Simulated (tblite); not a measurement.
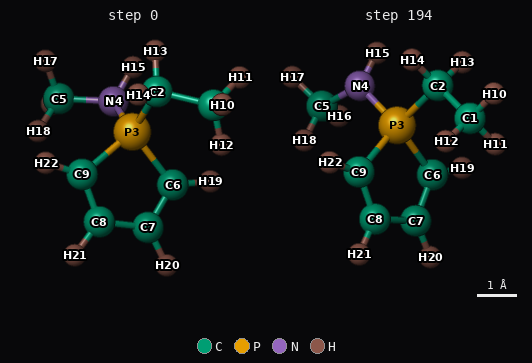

The structure of C7H13NP (charge +1) before (left) and after (right) a relaxation, at one scale.

The picture is a ball-and-stick view, seen at a tilt.

All numbers below come from GFN2-xTB geometry optimisation, gas phase in tblite 0.8.0. 

Q: Describe what moved and what it gained.

A: The atom that moves furthest after the best rigid fit is H12 (1.85 Å). Largest moves by element: H 1.85 Å, N 0.87 Å, C 0.65 Å, P 0.17 Å. Near-neighbour distances that change, for instance: P3–N4 1.719 → 1.646 Å, C7–C8 1.399 → 1.464 Å, C2–P3 1.767 → 1.819 Å, C7–H20 1.117 → 1.078 Å. Among the angles between lasting bonds that change: N4–P3–C6 107.5° → 119.0°, P3–C2–H14 116.0° → 106.6°, C2–P3–N4 116.0° → 106.8°. Groups turn about C2–P3 by about 65°, C1–C2 by about 45°. The energy falls by 22.5 kcal/mol in 194 geometry steps.
